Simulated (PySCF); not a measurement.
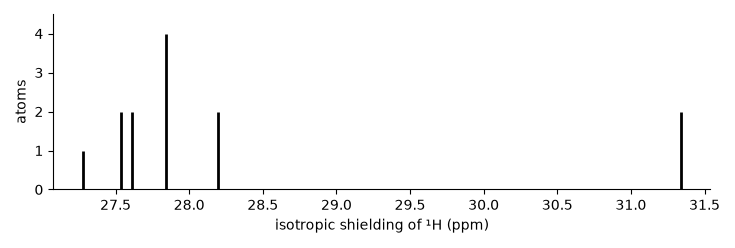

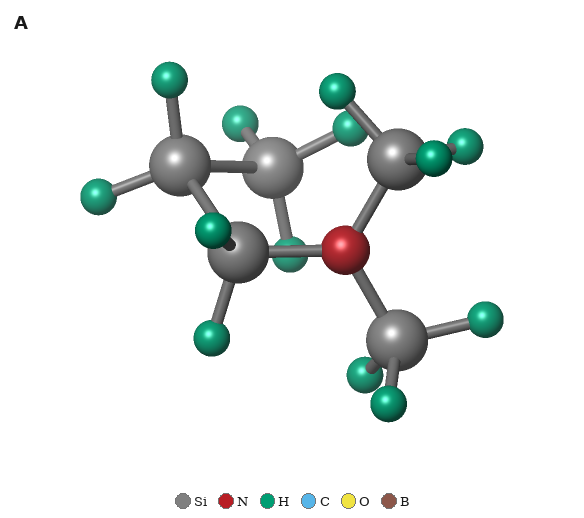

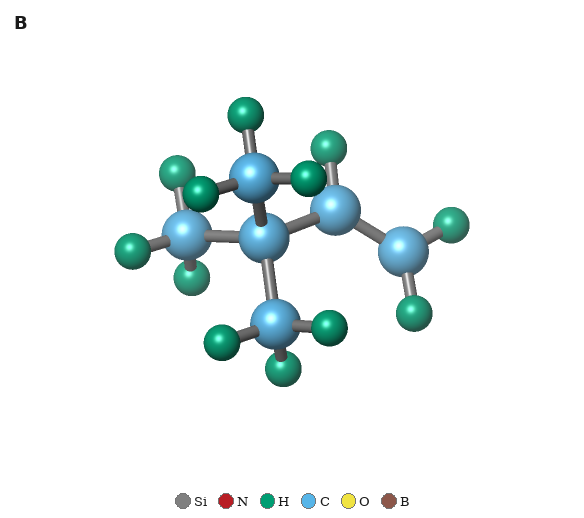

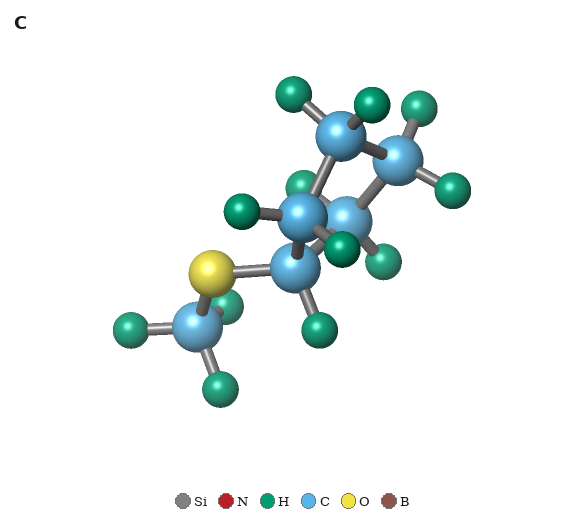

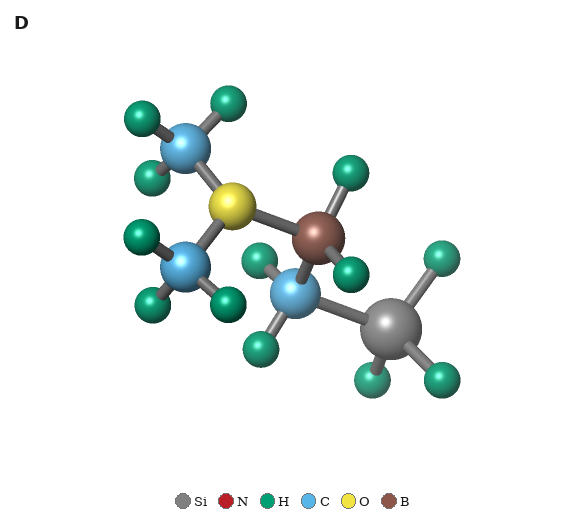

The sticks are computed shieldings of one of the molecules, for one fixed geometry (PBE0-D3(BJ)/def2-SVP) without averaging over rotations. Low shielding means a high chemical shift. Method: GIAO PBE0/aug-cc-pVDZ NMR shielding, non-relativistic, gas phase (PySCF 2.14.0).

Question: Match the spectrum to a structure.

Answer: D, `C[O+](C)[BH2-]C[SiH3]`. Its 13 H atoms give lines at 27.28, 27.54 (2 atoms), 27.61 (2 atoms), 27.84 (4 atoms), 28.20 (2 atoms), 31.34 (2 atoms) ppm.
